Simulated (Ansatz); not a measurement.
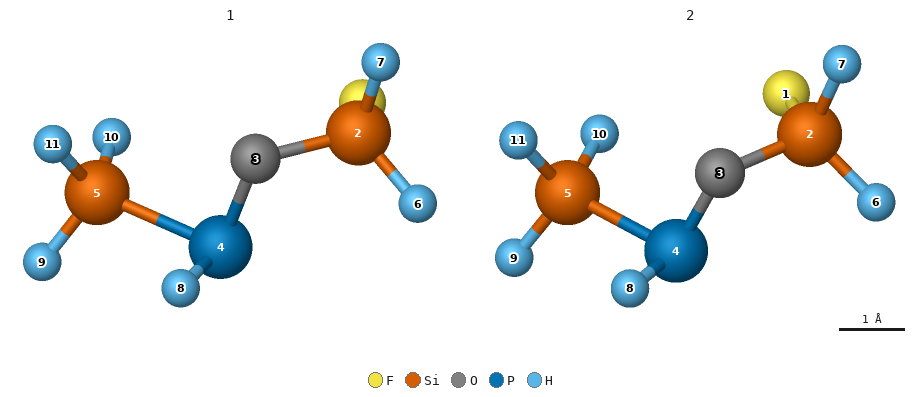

Two geometries of Si₂PH₆OF, drawn at one scale. One is the start of a relaxation, the other its converged end. A ball-and-stick model, seen from a free direction.

All numbers below come from RKS PBE0/STO-3G in Ansatz. (no spin polarisation; force threshold 0.015 eV/Å; at most 40 steps)

**Which geometry has the lower energy?**

Structure 1 is the relaxed one. The run prepares an end point of a later path (torsion) calculation, from a guessed geometry. Over 15 accepted moves (17 points after the start) the energy falls by 0.787 eV. The largest force component goes from 5.2 to 0.006 eV/Å. The line search rejected the trial steps at points 9, 16 of the run. The atom that moves furthest after the best rigid fit is F1 (0.58 Å). By element the largest moves are F 0.58 Å, H 0.44 Å, P 0.35 Å, O 0.28 Å, Si 0.16 Å. Near-neighbour distances that change, for instance: O3–P4 1.581 → 1.750 Å, Si5–H10 1.521 → 1.443 Å, Si2–O3 1.652 → 1.705 Å, Si2–H7 1.501 → 1.448 Å. Bond angles that change, for instance: Si2–O3–P4 117.8° → 110.8°, O3–P4–H8 101.2° → 94.7°, O3–P4–Si5 104.4° → 98.2°. Groups turn about O3–P4 by about 25°. Cost: 58 s on 1 thread of Arm Neoverse V1 (shared host), peak memory 0.15 GiB.

Limits of the set-up: STO-3G is a minimal basis, so the numbers are rough.
